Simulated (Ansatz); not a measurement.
# Fields on a plane of Ir (fcc, Cu type)

```xyz
1
Lattice="0.0000 1.9354 1.9354 1.9354 0.0000 1.9354 1.9354 1.9354 0.0000" Properties=species:S:1:pos:R:3 pbc="T T T"
Ir     0.0000     0.0000     0.0000
```

The slice is a {110} plane (indices of the conventional cell) through the point (0.000, 0.000, 0.000) (fractional), spanned by u = [100] and v = [1 -1 -1] in vectors of this cell: u (2.74 Å) and v (3.87 Å, at 90° to u). It covers one period; positions are fractions (u, v).

Atoms on it: Ir at (0.00, 0.00).

These are PBE (plane waves to 420 eV, PAW, scalar-relativistic; Ansatz, a first-principles code) values and carry that method's errors. k mesh 21×21×21. Near the nuclei the fields are pseudised (PAW); where an atom keeps semicore shells as valence, they peak there. Ir is run without spin polarisation. Ir was relaxed with its symmetry unable to fall. Spin-orbit coupling is left out, though Ir is heavy.

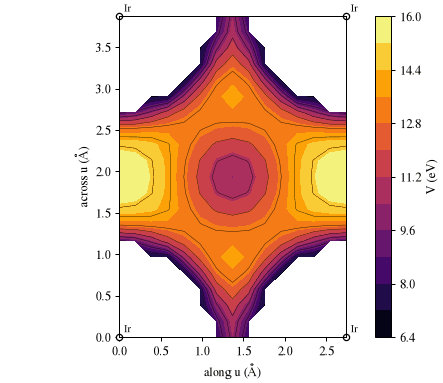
Figure: Electrostatic potential energy of an electron, from the cell's mean, in eV, one period of the plane, atoms marked. Points within 1 Å of a nucleus are left white, as the pseudised field means little there. Values under 7 eV are set to 7. The zero, the cell's mean, hangs on the PAW cores.

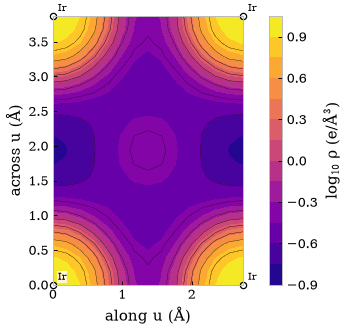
Log₁₀ of the valence density in e/Å³, one period of the plane, atoms marked. The scale is logarithmic, as a density can span decades between atoms and voids.

| Item | Result |
|---|---|
| Density on the Ir–Ir line (2.74 Å) at its midpoint | 0.43 e/Å³ |
| ELF at that point | 0.36 |
